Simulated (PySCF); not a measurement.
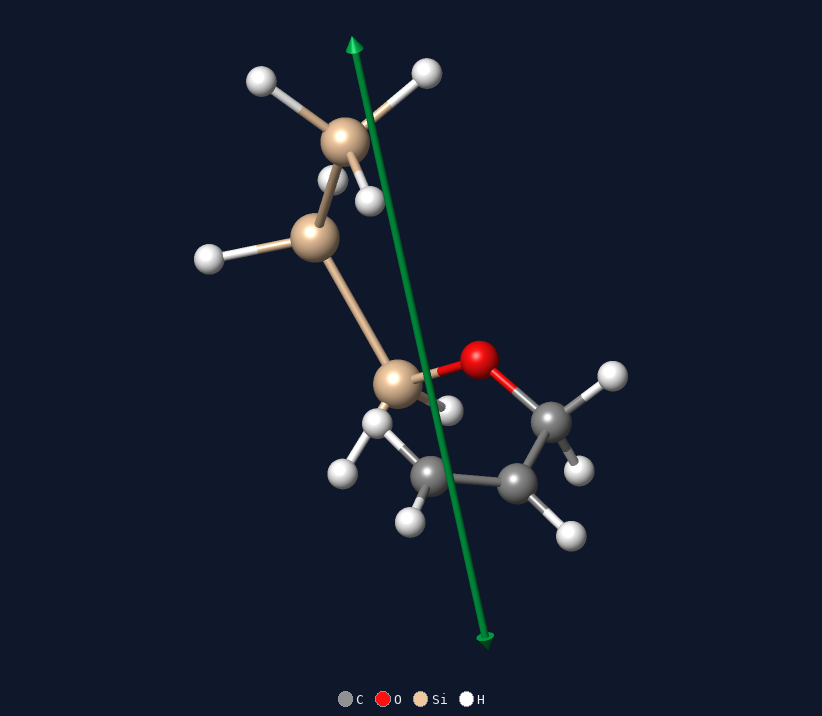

The double arrow shows the direction of the transition dipole to excited singlet state 3 (its length means nothing). Computed geometry: GFN2-xTB optimisation. No frequency run is at hand to confirm it as a minimum. Properties computed with TDDFT PBE0/def2-SVPD, vertical, gas phase, core orbitals frozen in the response (PySCF 2.14.0).

> Give its energy, strength and character.

6.35 eV (195 nm), oscillator strength 0.087, of mixed character, with the largest part HOMO−1 → LUMO (weight 0.46); transition dipole 1.90 D.

The geometry is semi-empirical. Around Si such bond lengths and angles can be off by a tenth of an ångström or more and by several degrees, and values that hang on the shape move with them.
